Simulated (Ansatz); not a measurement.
```xyz
3

F    -1.4148    0.7348   -0.7008
Mg   -0.0036   -0.0216   -0.0044
F     1.4075   -0.7780    0.6919
```

Geometry: PBE0-D4/def2-TZVP.

Computed with RKS PBE0-D4/def2-TZVPP (Ansatz).

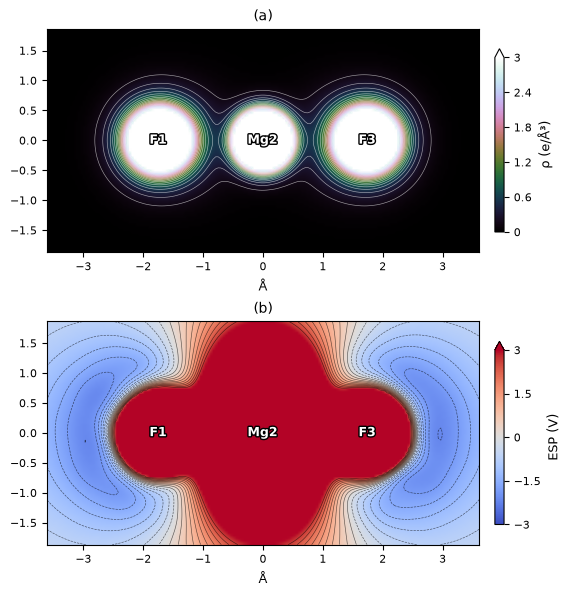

F2Mg (SMILES [F][Mg][F]). (a) total electron density; (b) electrostatic potential on a plane that holds the molecular axis.

### What do the fields say about this system?

The section cuts through F and Mg sites. Mg–F (1.75 Å): ρ at the midpoint is about 0.65 e/Å³. Outside the dense part of the molecule the potential is most negative (−2.2 V) near F1 and F3.
